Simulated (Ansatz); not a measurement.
The compound is Li3Nb2P3 (space group P6/mmm, No. 191), taken as coordinates from a relaxation with DFT PBE, scalar-relativistic, plane waves, PAW in Ansatz 0.2.0; the starting structure was generated, so it need not be a known form of this composition.

```xyz
8
Lattice="8.1707 0.0000 0.0000 -4.0854 7.0760 0.0000 0.0000 0.0000 4.7007" Properties=species:S:1:pos:R:3 pbc="T T T"
Li    4.0854    0.0000    0.0000
Li   -2.0427    3.5380    0.0000
Li    2.0427    3.5380    0.0000
Nb    0.0000    4.7174    2.3503
Nb    4.0854    2.3587    2.3503
P     4.0854    0.0000    2.3503
P    -2.0427    3.5380    2.3503
P     2.0427    3.5380    2.3503
```

Describe how the polyhedra about Nb are linked (bonds: Nb–P below 2.7 Å).

Nb: NbP3 triangle, sharing corners with three neighbours.

They form layers of corner-sharing triangles parallel to (001). Their corner atoms also have Li as close neighbours (those links are not drawn).

Centre to centre across a shared corner: 4.72 Å.

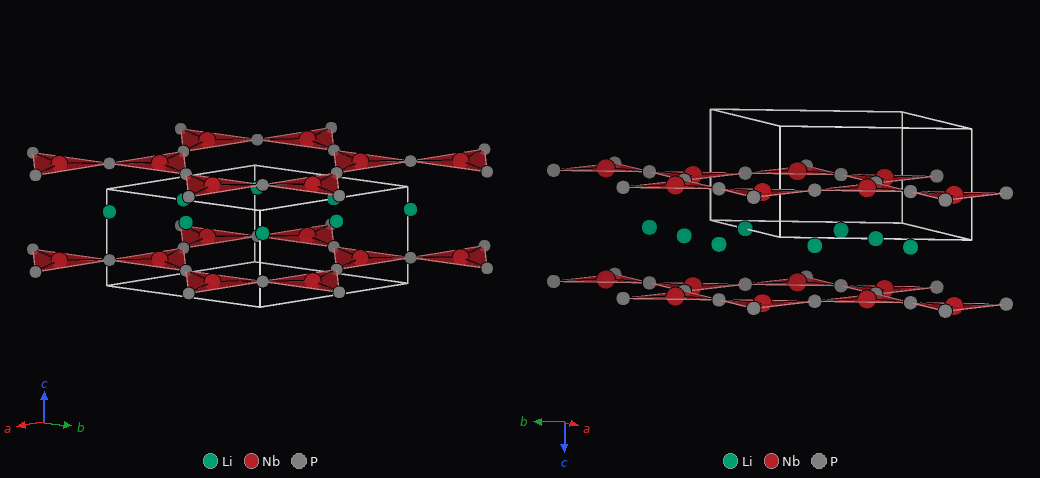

Polyhedra are drawn about Nb (bonds: Nb–P below 2.7 Å); other atoms are plain spheres. Two views of the same piece.
